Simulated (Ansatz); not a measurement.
## Run report: WH$_{2}$F$_{4}$, geometry relaxation

WH$_{2}$F$_{4}$, computed with RKS PBE/def2-SVP (Ansatz 0.2.0).

The input holds or restrains some coordinates. It belongs to a series of runs on one base structure; here: pulled along the bonds that form and break, towards end A. Figures and captions count atoms from 1; the log counts them from 0 in places.

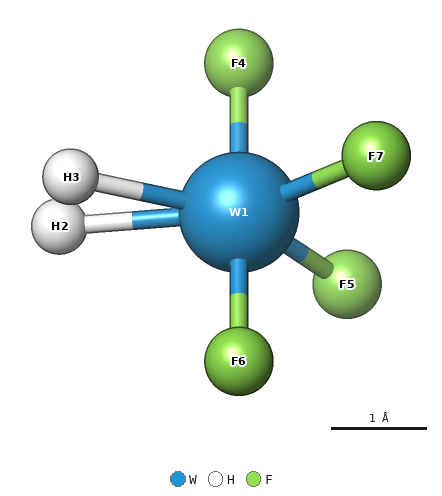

**Figure 1.** The input geometry (ball-and-stick view, seen at a tilt; atoms are numbered from 1 in the order of the input). Sticks mark near contacts. Bond lengths as drawn: F–W 1.85 Å and H–W 1.92 Å.

Results in brief

| quantity | value |
| --- | --- |
| outcome | converged under the restraints of the input |
| total energy | −12712.3065 eV |
| mean-field energy | −12712.3065 eV |
| largest force (length of the vector) at the end, held atoms and coordinates included | 0.536 eV/Å |
| hardware | 2 threads of Arm Neoverse V2, 24 GiB of memory available, shared host |
| wall time | 22 s (CPU time 42 s) |
| peak memory | 0.19 GiB |

Input
```yaml
crystal:
  periodic: [false, false, false]
  atoms:
    - { symbol: W, position_ang: [0.0, 0.0, 0.0] }
    - { symbol: H, position_ang: [0.9528, 0.0, 1.6669] }
    - { symbol: H, position_ang: [1.6669, 0.0, 0.9528] }
    - { symbol: F, position_ang: [0.0, 1.85, 0.0] }
    - { symbol: F, position_ang: [-1.85, 0.0, 0.0] }
    - { symbol: F, position_ang: [0.0, -1.85, 0.0] }
    - { symbol: F, position_ang: [0.0, 0.0, -1.85] }
basis:
  gaussian: { orbitals: def2-SVP }
hamiltonian:
  xc: pbe
relax:
  f_tol: 0.15
  max_steps: 25
  restrain:
    - { distance: [1, 2], at: 1.86, k: 30.0 }
    - { distance: [0, 1], at: 1.72, k: 30.0 }
    - { distance: [0, 2], at: 1.72, k: 30.0 }
output:
  orbitals: {}
```

Launch command:
```bash
ansatz run input.yaml --threads 2 --pin off --max-ram 3072MiB --backend cpu --events-out ev --progress --plain --runs-dir out
```

Output
```
The last accepted step is kept in [file] (removed where the run ends without a failure and the disk answers)
Engine: ansatz 0.2.0, aarch64-unknown-linux-gnu
Functional definition: PBE
  parameter kappa = 0.804
  parameter beta = 0.06672455060314922
  exchange = pbe_x(kappa = kappa, mu = beta*pi^2/3)
  correlation = pbe_c(beta = beta)
1015 factors; their error is unknown
mean field evaluation 1: about -12700.9187 eV, gradient 6.9e1 eV
mean field evaluation 2: about -12577.2213 eV, gradient 2.6e2 eV
mean field evaluation 4: about -12703.9026 eV, gradient 5.2e1 eV
mean field evaluation 8: about -12706.8249 eV, gradient 2.0e1 eV
mean field evaluation 16: about -12709.5253 eV, gradient 2.0e-1 eV
mean field evaluation 32: about -12704.6457 eV, gradient 2.8e1 eV
mean field evaluation 64: about -12707.5034 eV, gradient 3.9e0 eV
mean field evaluation 96: about -12708.1275 eV, gradient 1.7e1 eV
mean field -12709.52535204 eV, -467.0664418617 hartree, gradient 4.1e-6 eV, S^2 0.000000; 12 other end points of the search recorded, 0 dependent functions left out
the calculation of the forces begins
reference -12709.52541657 eV, -467.0664442334 hartree; 26, 26 occupied and 72, 72 virtual orbitals, 1015 factors
relax step   1: F+E_penalty+E_count = -12709.52535204 eV  Δ(F+E_penalty+E_count) = +0.000e0 eV  max|allowed force component| = 3.076e0 eV/Å  E_restraint = 12.04025589 eV  max|allowed force component, restraints' pulls added| = 2.310e1 eV/Å  Δτ_max = 0.0000 Å  (379 SCF iters, accepted)
  distance H 1 - H 2 = 1.0099 Å
  distance W 0 - H 1 = 1.9200 Å
  distance W 0 - H 2 = 1.9200 Å
these checks for a lower state are left out or cut short: starts, cluster_reference, orbital_swaps, neighbouring_geometries, increment
1015 factors; their error is unknown
mean field evaluation 128: about -12710.3679 eV, gradient 1.2e-5 eV
mean field -12710.36787282 eV, -467.0974039292 hartree, gradient 1.2e-5 eV, S^2 0.000000; 0 other end points of the search recorded, 0 dependent functions left out
the calculation of the forces begins
reference -12710.36794060 eV, -467.0974064201 hartree; 26, 26 occupied and 72, 72 virtual orbitals, 1015 factors
relax step   2: F+E_penalty+E_count = -12710.36787282 eV  Δ(F+E_penalty+E_count) = -8.425e-1 eV  max|allowed force component| = 1.484e0 eV/Å  E_restraint = 3.88348570 eV  max|allowed force component, restraints' pulls added| = 1.306e1 eV/Å  Δτ_max = 0.1950 Å  (38 SCF iters, accepted)
  distance H 1 - H 2 = 1.3792 Å
  distance W 0 - H 1 = 1.8377 Å
  distance W 0 - H 2 = 1.8377 Å
these checks for a lower state are left out or cut short: starts, cluster_reference, orbital_swaps, neighbouring_geometries, increment
1015 factors; their error is unknown
mean field -12710.83972256 eV, -467.1147440876 hartree, gradient 1.6e-5 eV, S^2 0.000000; 0 other end points of the search recorded, 0 dependent functions left out
the calculation of the forces begins
reference -12710.83979199 eV, -467.1147466389 hartree; 26, 26 occupied and 72, 72 virtual orbitals, 1015 factors
relax step   3: F+E_penalty+E_count = -12710.83972256 eV  Δ(F+E_penalty+E_count) = -4.718e-1 eV  max|allowed force component| = 1.324e0 eV/Å  E_restraint = 0.40463296 eV  max|allowed force component, restraints' pulls added| = 4.064e0 eV/Å  Δτ_max = 0.1948 Å  (38 SCF iters, accepted)
  distance H 1 - H 2 = 1.7229 Å
  distance W 0 - H 1 = 1.7839 Å
  distance W 0 - H 2 = 1.7839 Å
these checks for a lower state are left out or cut short: starts, cluster_reference, orbital_swaps, neighbouring_geometries, increment
1015 factors; their error is unknown
mean field -12711.53084644 eV, -467.1401424216 hartree, gradient 1.3e-5 eV, S^2 0.000000; 0 other end points of the search recorded, 0 dependent functions left out
the calculation of the forces begins
reference -12711.53091692 eV, -467.1401450117 hartree; 26, 26 occupied and 72, 72 virtual orbitals, 1015 factors
relax step   4: F+E_penalty+E_count = -12711.53084644 eV  Δ(F+E_penalty+E_count) = -6.911e-1 eV  max|allowed force component| = 1.676e0 eV/Å  E_restraint = 0.01568736 eV  max|allowed force component, restraints' pulls added| = 1.045e0 eV/Å  Δτ_max = 0.1962 Å  (38 SCF iters, accepted)
  distance H 1 - H 2 = 1.8393 Å
  distance W 0 - H 1 = 1.7375 Å
  distance W 0 - H 2 = 1.7375 Å
these checks for a lower state are left out or cut short: starts, cluster_reference, orbital_swaps, neighbouring_geometries, increment
1015 factors; their error is unknown
mean field -12712.01844362 eV, -467.1580612875 hartree, gradient 1.0e-5 eV, S^2 0.000000; 0 other end points of the search recorded, 0 dependent functions left out
the calculation of the forces begins
reference -12712.01851434 eV, -467.1580638866 hartree; 26, 26 occupied and 72, 72 virtual orbitals, 1015 factors
relax step   5: F+E_penalty+E_count = -12712.01844362 eV  Δ(F+E_penalty+E_count) = -4.876e-1 eV  max|allowed force component| = 1.017e0 eV/Å  E_restraint = 0.00160642 eV  max|allowed force component, restraints' pulls added| = 7.558e-1 eV/Å  Δτ_max = 0.1945 Å  (39 SCF iters, accepted)
  distance H 1 - H 2 = 1.8595 Å
  distance W 0 - H 1 = 1.7273 Å
  distance W 0 - H 2 = 1.7273 Å
these checks for a lower state are left out or cut short: starts, cluster_reference, orbital_swaps, neighbouring_geometries, increment
1015 factors; their error is unknown
mean field evaluation 160: about -12712.2758 eV, gradient 9.9e-5 eV
mean field -12712.27575715 eV, -467.1675173853 hartree, gradient 1.0e-5 eV, S^2 0.000000; 0 other end points of the search recorded, 0 dependent functions left out
the calculation of the forces begins
reference -12712.27582754 eV, -467.1675199721 hartree; 26, 26 occupied and 72, 72 virtual orbitals, 1015 factors
relax step   6: F+E_penalty+E_count = -12712.27575715 eV  Δ(F+E_penalty+E_count) = -2.573e-1 eV  max|allowed force component| = 3.259e-1 eV/Å  E_restraint = 0.00020771 eV  max|allowed force component, restraints' pulls added| = 3.259e-1 eV/Å  Δτ_max = 0.1951 Å  (38 SCF iters, accepted)
  distance H 1 - H 2 = 1.8601 Å
  distance W 0 - H 1 = 1.7174 Å
  distance W 0 - H 2 = 1.7174 Å
these checks for a lower state are left out or cut short: starts, cluster_reference, orbital_swaps, neighbouring_geometries, increment
1015 factors; their error is unknown
mean field -12712.30647130 eV, -467.1686461093 hartree, gradient 8.4e-6 eV, S^2 0.000000; 0 other end points of the search recorded, 0 dependent functions left out
the calculation of the forces begins
reference -12712.30654119 eV, -467.1686486781 hartree; 26, 26 occupied and 72, 72 virtual orbitals, 1015 factors
relax step   7: F+E_penalty+E_count = -12712.30647130 eV  Δ(F+E_penalty+E_count) = -3.071e-2 eV  max|allowed force component| = 3.792e-1 eV/Å  E_restraint = 0.00167663 eV  max|allowed force component, restraints' pulls added| = 1.129e-1 eV/Å  Δτ_max = 0.0922 Å  (39 SCF iters, accepted)
  distance H 1 - H 2 = 1.8598 Å
  distance W 0 - H 1 = 1.7125 Å
  distance W 0 - H 2 = 1.7125 Å
1015 factors; their error is unknown
mean field evaluation 192: about -12712.3065 eV, gradient 1.9e-4 eV
```

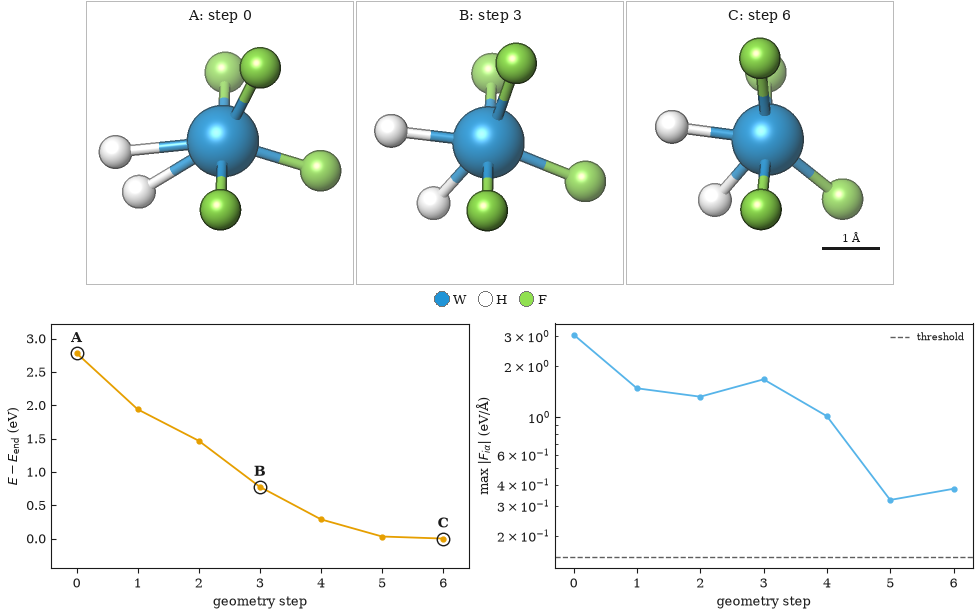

**Figure 2.** Frames of the restrained relaxation (ball-and-stick view, seen at a tilt) above the curves, on which the letters mark them (the first geometry is step 0 here and step 1 in the log).

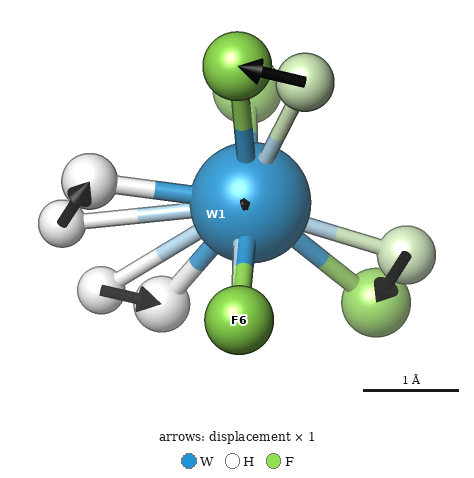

**Figure 3.** Start (faint) and end (solid) with the displacements as black arrows, at true length (ball-and-stick view, seen at a tilt). The two geometries are laid on each other by the best rigid fit. After 6 geometry steps the energy has fallen by 2.781 eV. The largest force component goes from 3.1 to 0.38 eV/Å. The largest moves after the best rigid fit, 0.74 Å, are those of F5 and F7. Largest moves by element: F 0.74 Å, H 0.66 Å, W 0.09 Å. Among the contacts that change: W1–H2 1.920 → 1.713 Å, W1–F5 1.850 → 1.905 Å. Among the angles that change: F5–W1–F7 90.0° → 140.1°, H2–W1–F5 119.8° → 77.0°, H2–W1–H3 30.5° → 65.8°. (Atoms are counted from 1 in the order of the input.)

```
mean field -12712.30647130 eV, -467.1686461093 hartree, gradient 1.4e-5 eV, S^2 0.000000; 1 other end points of the search recorded, 0 dependent functions left out
the calculation of the forces begins
reference -12712.30654119 eV, -467.1686486781 hartree; 26, 26 occupied and 72, 72 virtual orbitals, 1015 factors
Total energy: -12712.30654119 eV, -467.1686486781 hartree
Atom 0 at    -0.066031    -0.000000    -0.066031 Å, force     0.379222    -0.000000     0.379222 eV/Å
Atom 1 at     0.293299     0.000000     1.608372 Å, force     0.046399    -0.000000    -0.272041 eV/Å
Atom 2 at     1.608372     0.000000     0.293299 Å, force    -0.272041    -0.000000     0.046399 eV/Å
Atom 3 at    -0.007714     1.847988    -0.007714 Å, force    -0.073973    -0.009859    -0.073973 eV/Å
Atom 4 at    -1.791606    -0.000000     0.741094 Å, force     0.065590     0.000000    -0.071223 eV/Å
Atom 5 at    -0.007714    -1.847988    -0.007714 Å, force    -0.073973     0.009859    -0.073973 eV/Å
Atom 6 at     0.741094    -0.000000    -1.791606 Å, force    -0.071223     0.000000     0.065590 eV/Å
Dipole moment:    -0.059307     0.000000    -0.059307 e Å
```

Trajectory as extended XYZ (Å, eV, eV/Å), 7 frames, from step=1 to step=7
```
7
Properties=species:S:1:pos:R:3:forces:R:3 step=1 energy=-12709.52535
W     0.0000    0.0000    0.0000    3.0764   0.0000   3.0764
H     0.9528    0.0000    1.6669   -2.0926   0.0000  -0.0021
H     1.6669    0.0000    0.9528   -0.0021   0.0000  -2.0926
F     0.0000    1.8500    0.0000    0.2736   0.0257   0.2736
F    -1.8500    0.0000    0.0000   -2.6625   0.0000   1.1336
F     0.0000   -1.8500    0.0000    0.2736  -0.0257   0.2736
F     0.0000    0.0000   -1.8500    1.1336   0.0000  -2.6625
7
Properties=species:S:1:pos:R:3:forces:R:3 step=2 energy=-12710.36787
W     0.0611    0.0000    0.0611    0.3423   0.0000   0.3423
H     0.7780    0.0000    1.7533   -1.4845   0.0000  -0.5390
H     1.7533    0.0000    0.7780   -0.5390   0.0000  -1.4845
F     0.0066    1.8502    0.0066    0.3282  -0.1773   0.3282
F    -1.8541    0.0000    0.0182   -0.2833   0.0000   1.3080
F     0.0066   -1.8502    0.0066    0.3282   0.1773   0.3282
F     0.0182    0.0000   -1.8541    1.3080   0.0000  -0.2833
7
Properties=species:S:1:pos:R:3:forces:R:3 step=3 energy=-12710.83972
W     0.0962    0.0000    0.0962   -1.2742   0.0000  -1.2742
H     0.5916    0.0000    1.8099   -0.6223   0.0000  -0.4928
H     1.8099    0.0000    0.5916   -0.4928   0.0000  -0.6223
F     0.0187    1.8447    0.0187    0.3305  -0.1081   0.3305
F    -1.8380    0.0000    0.0727    0.4040   0.0000   1.3244
F     0.0187   -1.8447    0.0187    0.3305   0.1081   0.3305
F     0.0727    0.0000   -1.8380    1.3244   0.0000   0.4040
7
Properties=species:S:1:pos:R:3:forces:R:3 step=4 energy=-12711.53085
W     0.0606    0.0000    0.0606   -1.6760   0.0000  -1.6760
H     0.4527    0.0000    1.7533   -0.1184   0.0000  -0.1184
H     1.7533    0.0000    0.4527   -0.1184   0.0000  -0.1184
F     0.0445    1.8453    0.0445    0.1621  -0.0123   0.1621
F    -1.8541    0.0000    0.2683    0.6392   0.0000   0.9494
F     0.0445   -1.8453    0.0445    0.1621   0.0123   0.1621
F     0.2683    0.0000   -1.8541    0.9494   0.0000   0.6392
7
Properties=species:S:1:pos:R:3:forces:R:3 step=5 energy=-12712.01844
W     0.0022    0.0000    0.0022   -1.0171   0.0000  -1.0171
H     0.3741    0.0000    1.6890   -0.0409   0.0000  -0.1672
H     1.6890    0.0000    0.3741   -0.1672   0.0000  -0.0409
F     0.0491    1.8464    0.0491    0.0213  -0.0340   0.0213
F    -1.8566    0.0000    0.4628    0.6093   0.0000   0.5733
F     0.0491   -1.8464    0.0491    0.0213   0.0340   0.0213
F     0.4628    0.0000   -1.8566    0.5733   0.0000   0.6093
7
Properties=species:S:1:pos:R:3:forces:R:3 step=6 energy=-12712.27576
W    -0.0542    0.0000   -0.0542   -0.0252   0.0000  -0.0252
H     0.3091    0.0000    1.6243    0.0001   0.0000  -0.2534
H     1.6243    0.0000    0.3091   -0.2534   0.0000   0.0001
F     0.0304    1.8454    0.0304   -0.0741  -0.0165  -0.0741
F    -1.8256    0.0000    0.6554    0.3259   0.0000   0.1008
F     0.0304   -1.8454    0.0304   -0.0741   0.0165  -0.0741
F     0.6554    0.0000   -1.8256    0.1008   0.0000   0.3259
7
Properties=species:S:1:pos:R:3:forces:R:3 step=7 energy=-12712.30647
W    -0.0660    0.0000   -0.0660    0.3792   0.0000   0.3792
H     0.2933    0.0000    1.6084    0.0464   0.0000  -0.2720
H     1.6084    0.0000    0.2933   -0.2720   0.0000   0.0464
F    -0.0077    1.8480   -0.0077   -0.0740  -0.0099  -0.0740
F    -1.7916    0.0000    0.7411    0.0656   0.0000  -0.0712
F    -0.0077   -1.8480   -0.0077   -0.0740   0.0099  -0.0740
F     0.7411    0.0000   -1.7916   -0.0712   0.0000   0.0656
```

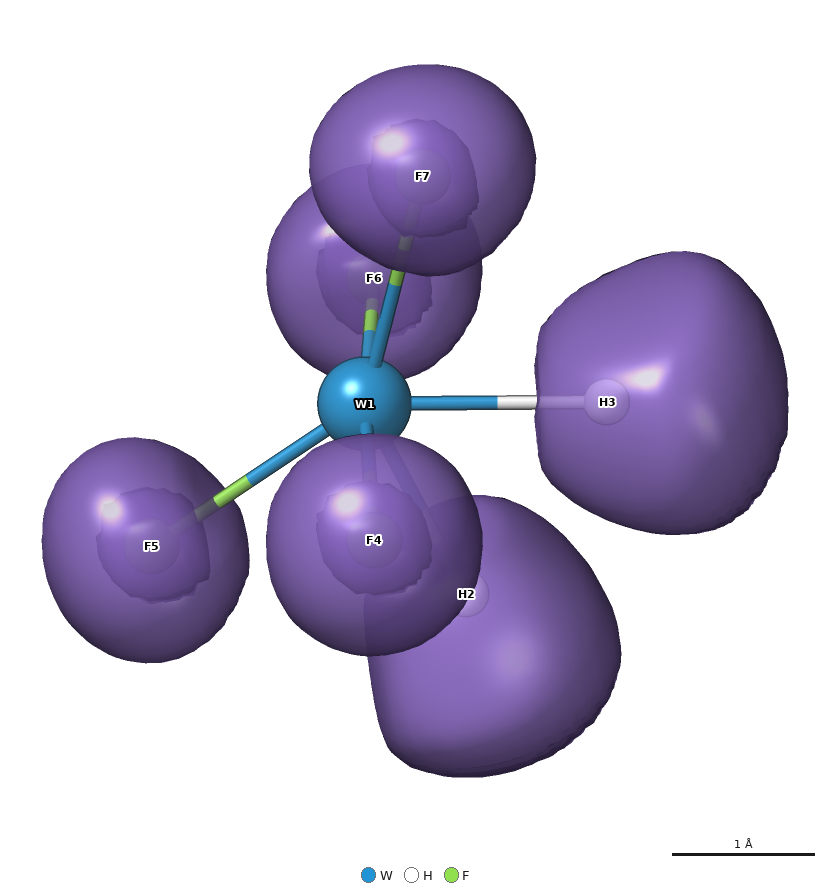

**Figure 4.** Isosurface of the ELF at 0.75 (purple), seen at an oblique angle. Only the valence region is drawn (cores and ρ < 0.01 e/Å³ removed). Along the contacts the grid gives the following. W–F (1.85 Å): the ELF is about 0.30 at the midpoint. W–H (1.71 Å): the ELF climbs to about 1 towards the hydrogen, as it does in any bond to H.

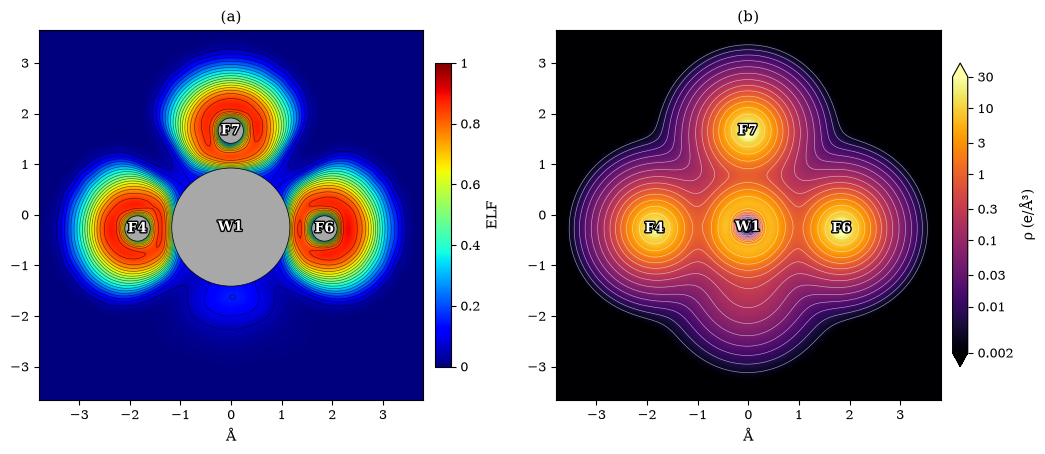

**Figure 5.** (a) ELF; (b) total electron density on the plane of atoms F6, W1 and F7. Grey discs, where drawn, cover atomic cores. Atoms in the plane: W and F. W–F (1.85 Å): ρ at the midpoint is about 1.2 e/Å³; the ELF is about 0.30 at the midpoint. W–F (1.91 Å): ρ at the midpoint is about 1 e/Å³; the ELF peaks at about 0.85 in the valence shell of F, 0.5 Å from its nucleus, and drops to about 0.25 between the two atoms.

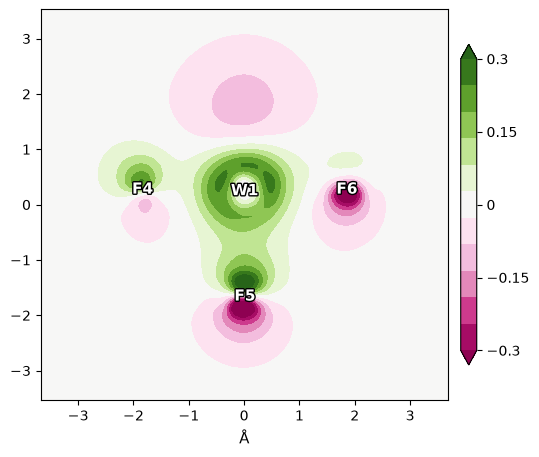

**Figure 6.** One frontier orbital on the plane of atoms F4, W1 and F5 (values in Å⁻³ᐟ²; the overall sign is arbitrary). The HOMO−1, at −9.84 eV. It lies mainly on W1 (30 %), H2 (20 %), H3 (20 %), F5 (10 %) and F7 (10 %).
